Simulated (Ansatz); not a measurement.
# H6NOPSi: vertical spin-state energies from a Python script

Which spin state of H6NOPSi lies lowest at this geometry? The task is vertical spin-state energies, for H6NOPSi.

Computed with Ansatz 0.2.0 through its Python package. Level of theory: CAM-B3LYP/def2-SVP.

### Step 1. The system

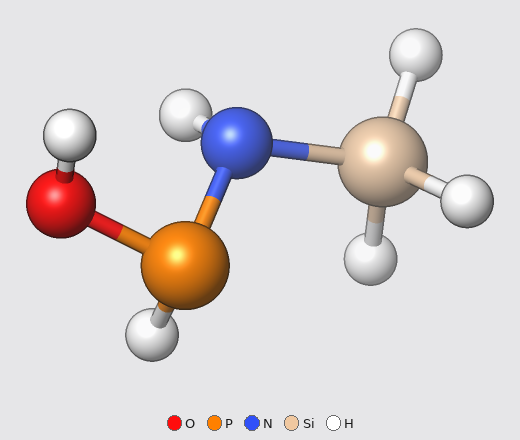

The starting structure, viewed from a chosen angle; oxygen red, phosphorus orange, nitrogen blue, silicon light orange, hydrogen white.

No structure file is read: the coordinates are typed or built in the script.

### Step 2. Script

File h6nopsi.py:

```python
# -*- coding: utf-8 -*-
import ansatz
from ase import Atoms


def main():
    atoms = Atoms(["O", "P", "N", "Si", "H", "H", "H", "H", "H", "H"], positions=[
        [-1.934, 0.6894, -1.2837],
        [-1.2405, 0.6883, 0.1314],
        [0.1609, 0.0516, -0.5099],
        [1.3989, -0.2966, 0.7189],
        [-1.4901, 1.3384, -1.9049],
        [-1.8341, -0.4705, 0.6568],
        [0.024, -0.8034, -1.0063],
        [0.7836, -1.3133, 1.6187],
        [1.6955, 0.9423, 1.5022],
        [2.5188, -0.8773, 0.0796],
    ])
    h6nopsi = ansatz.Crystal.molecule_from_ase(atoms)

    base = (
        h6nopsi.calculation()
        .basis(gaussian="def2-SVP")
        .functional("cam_b3lyp")
    )
    found = {}
    for unpaired in [0, 2, 4]:
        summary = base.spin("collinear", total=unpaired).run().report
        s = unpaired / 2
        found[unpaired] = summary["free_energy_ev"]
        print(f"2S+1 = {unpaired + 1}: E = {found[unpaired]:.5f} eV, <S^2> = {abs(summary['mean_field']['state']['spin_squared']):.3f} (pure state {s * (s + 1):.2f})")
    lowest = min(found, key=found.get)
    for unpaired, e in found.items():
        print(f"multiplicity {unpaired + 1}: {23.060548 * (e - found[lowest]):.1f} kcal/mol above the lowest")


if __name__ == "__main__":
    main()
```

### Step 3. What the engine is handed

The package turns the script's settings into the engine's input (first run):

```yaml
crystal:
  periodic: [false, false, false]
  atoms:
    - { symbol: O, position_ang: [-1.934, 0.6894, -1.2837] }
    - { symbol: P, position_ang: [-1.2405, 0.6883, 0.1314] }
    - { symbol: "N", position_ang: [0.1609, 0.0516, -0.5099] }
    - { symbol: Si, position_ang: [1.3989, -0.2966, 0.7189] }
    - { symbol: H, position_ang: [-1.4901, 1.3384, -1.9049] }
    - { symbol: H, position_ang: [-1.8341, -0.4705, 0.6568] }
    - { symbol: H, position_ang: [0.024, -0.8034, -1.0063] }
    - { symbol: H, position_ang: [0.7836, -1.3133, 1.6187] }
    - { symbol: H, position_ang: [1.6955, 0.9423, 1.5022] }
    - { symbol: H, position_ang: [2.5188, -0.8773, 0.0796] }
basis:
  gaussian:
    orbitals: def2-SVP
hamiltonian:
  xc: cam_b3lyp
magnetization:
  spin_polarized: true
  initial_magnetization: 0.0
```

### Step 4. Launch

The run is started by

```bash
$ python h6nopsi.py
```

**Question.** Which spin state is lowest at this geometry, and how far above lie the others?

**Answer**, as computed:

```
        quantity             value
   runs compared                 3
          lowest  run 1 (2S+1 = 1)
next above it by          4.715 eV
```

What this shows: In order: multiplicity 1 (+0.00 eV), multiplicity 3 (+4.71 eV) and multiplicity 5 (+11.17 eV), all at the one geometry. The geometry is a force-field or estimated start, not a minimum of this method, and the basis set is short of its limit. All parts are taken at fixed geometry, without zero-point energy.
